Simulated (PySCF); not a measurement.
# C₂H₁₁NOSi₂: what the fields show

Input file:

```
{"job": {"kind": "uv", "xc": "CAM-B3LYP", "basis": "def2-SVPD", "ip": true, "dynamic": true}, "charge": 0, "multiplicity": 1}
C     -1.352270     1.467122    -0.648885
N     -1.045155     0.101336    -0.302577
C     -1.577051    -0.323836     0.968005
Si     0.157304    -0.798365    -1.146050
O      1.731462    -0.467377    -0.698458
Si     2.681846    -0.390016     0.654946
H     -2.445380     1.634944    -0.668205
H     -0.919869     2.195263     0.065678
H     -0.962558     1.710853    -1.648701
H     -1.159991     0.250117     1.819873
H     -1.358103    -1.387888     1.143808
H     -2.675810    -0.201813     0.998982
H      0.075275    -0.451346    -2.588866
H     -0.104677    -2.239460    -0.864319
H      4.100114    -0.634840     0.267624
H      2.260875    -1.421145     1.655845
H      2.574002     0.958183     1.291069
```

Command:

```sh
OMP_NUM_THREADS=1 python probes_run.py task.json out
```

Geometry: PBE0-D3(BJ)/def2-SVP.

The calculation used CAM-B3LYP/def2-SVPD, SCF density, gas phase in PySCF.

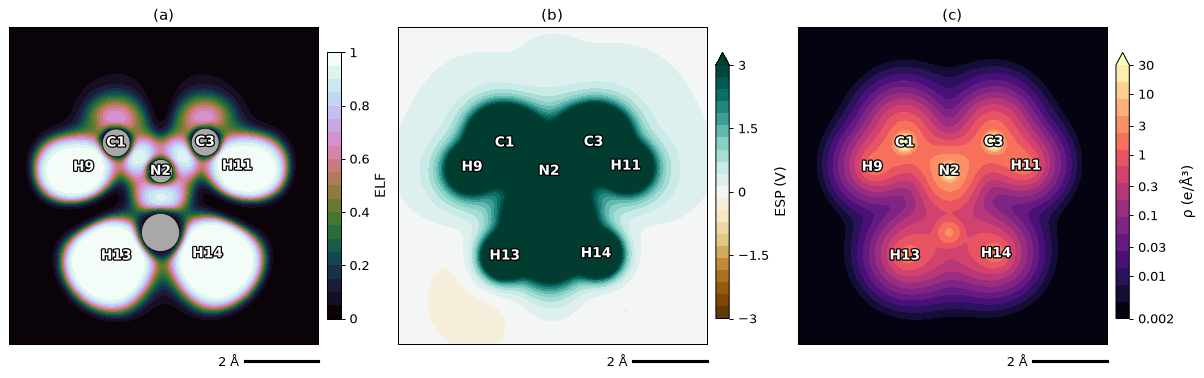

Figure 1. (a) ELF; (b) electrostatic potential; (c) total electron density on the plane of atoms N2, C3 and H11. Grey discs cover the atomic cores in the ELF map.

### What does the map show?

The plane passes through C, N and H nuclei. C–N (1.44 Å): ρ at the midpoint is about 2 e/Å³; the ELF peaks at about 0.95 between the atoms: a covalent bond. C–H (1.10 Å): ρ at the midpoint is about 1.9 e/Å³; the ELF climbs to about 1 towards the hydrogen, as it does in any bond to H; a covalent bond by its length. The potential has no marked negative region in this plane.

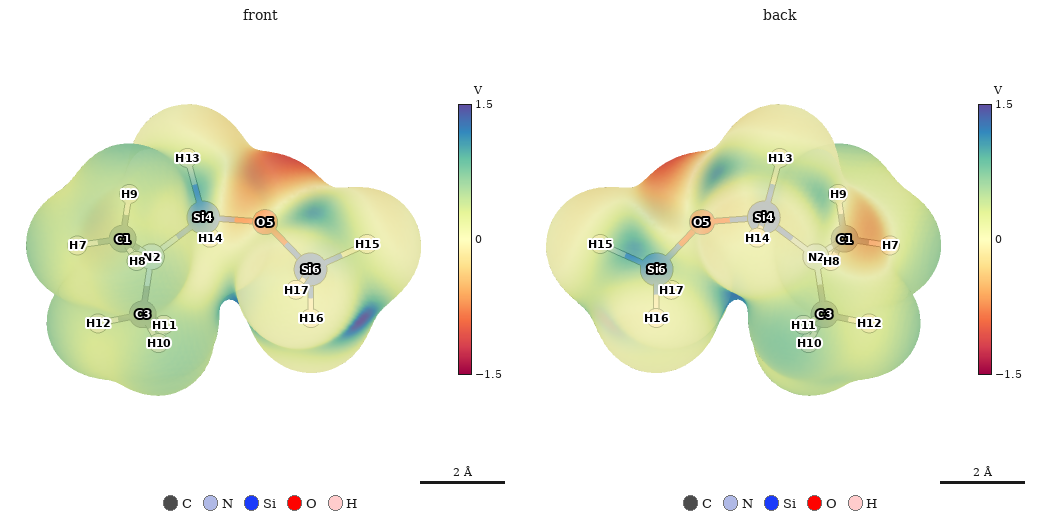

Figure 2. The electrostatic potential painted on the density surface at 0.002 e/bohr³, seen from the front and from behind; the colour scale runs from red (negative) to blue (positive).

### Which sites attract a positive test charge, and which a negative one?

A positive charge is drawn to the negative regions and a negative charge to the positive ones. The most negative region (about −1.0 V) lies over O5, the most positive (about +1.3 V) over Si4 and Si6.
